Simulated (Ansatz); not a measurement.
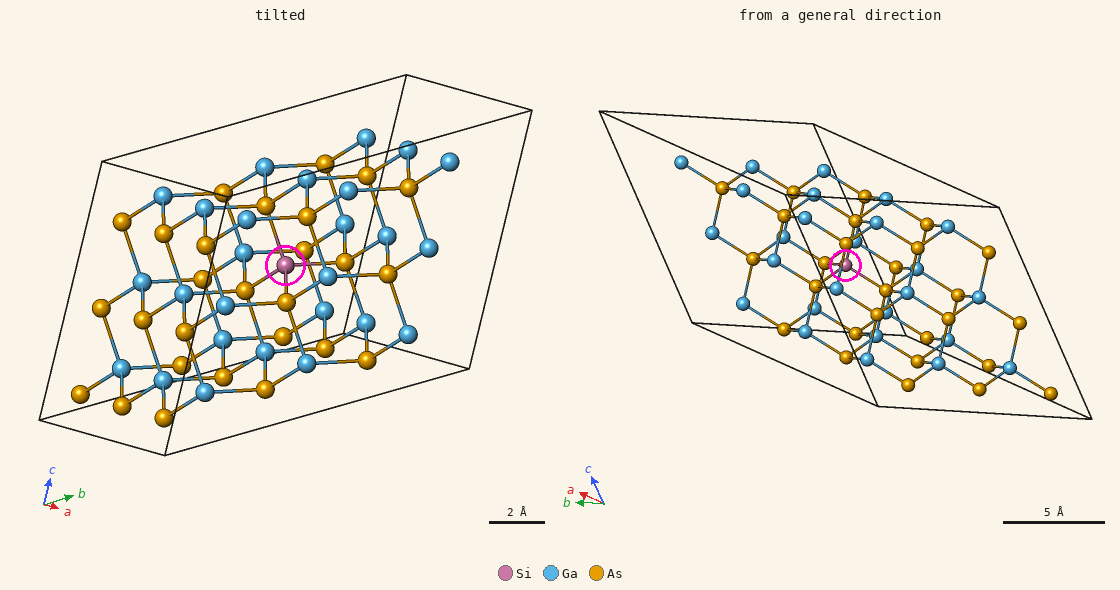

We look at a ball-and-stick model of the crystal slightly off an axis and from a general direction. The wireframe shows the supercell. The host is GaAs, in a cell of 54 sites, and the cell is neutral. A ring marks the defect's site.

Q: Describe the defect.

A: Silicon on a gallium site (a substitutional impurity). It is bonded to four As in a tetrahedral arrangement at about 2.4 Å.

Electronic-structure method: DFT LDA, scalar-relativistic, plane waves, PAW (Ansatz 0.2.0). Parameters: 420 eV cutoff, the zone sampled with 2×2×2 points, Gaussian smearing of 0.02 eV, collinear spins.

Q: Does the defect leave unpaired spin?

A: No net moment.

The atoms were relaxed in the host's cell with DFT LDA, scalar-relativistic, plane waves, PAW in Ansatz.
